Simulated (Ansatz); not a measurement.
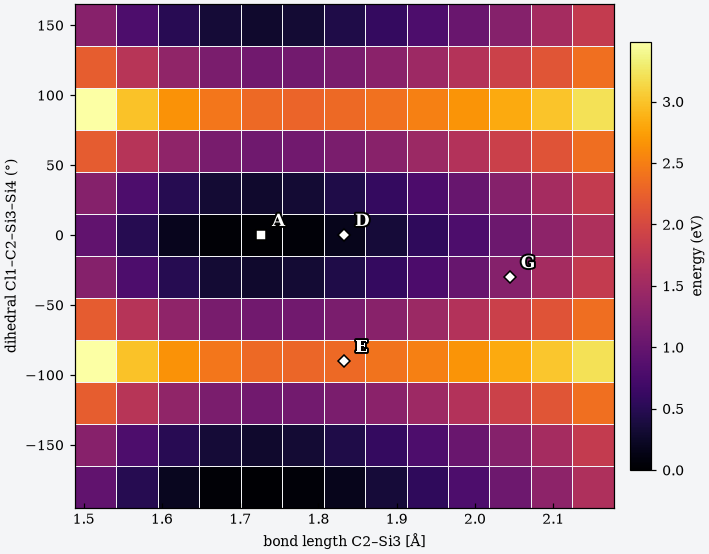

CH5ClSi2, SMILES [SiH3][SiH]=CCl. 
- First axis: bond length C2–Si3. Second axis: dihedral Cl1–C2–Si3–Si4.
- Nothing is relaxed (all other coordinates rigid).
- The scan uses a 13 × 12 grid.
- Points are written as (first, second).
- Energies: eV, counted from the lowest grid point.
- Energies and slopes of some neighbouring points disagree (a jump in structure or state, or too coarse a mesh).
- Level of theory: RKS PBE0-D4/def2-TZVP (Ansatz).

The picture shows one coloured cell a grid point, lettered points.

**Is A the lowest point of the computed grid?**

Yes. A, at (1.727 Å, 0°), has the lowest energy of the grid.

**Rank the lettered points by energy, lowest first.**

A (0.00 eV), D (0.17 eV), G (1.27 eV), E (2.32 eV).
